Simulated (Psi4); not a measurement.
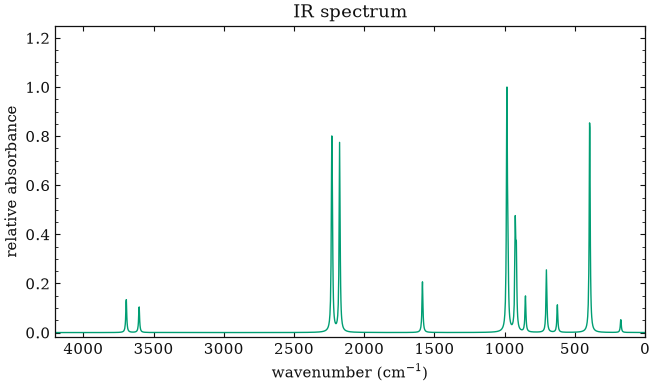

Unscaled harmonic wavenumbers and double-harmonic intensities, PBE0/def2-TZVP (dispersion D4) with Psi4, at a geometry relaxed at this level, isolated molecule. Modes within 2 cm⁻¹ of each other count as one line, with their intensities summed. Lorentzian lines of 8 cm⁻¹ full width. Close modes add up in the curve.

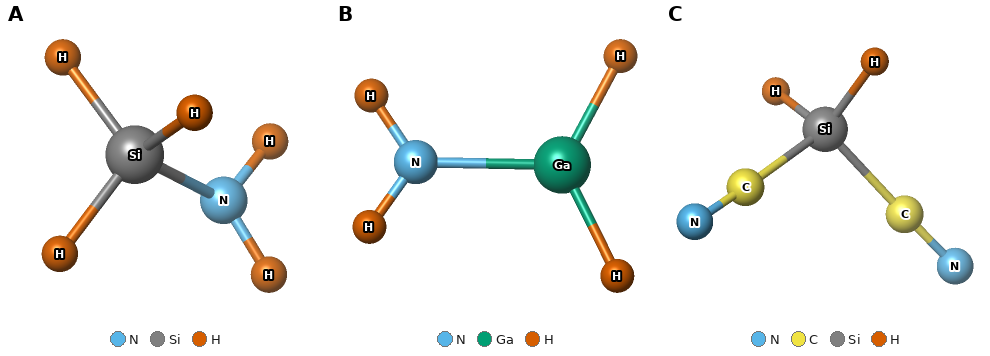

**Which molecule gives this infrared spectrum? Choose among the lettered structures.**

Structure A, SiNH₅, SMILES N[SiH3]. It has its most intense lines at 984.1, 394.5 and 2175.0 cm⁻¹.
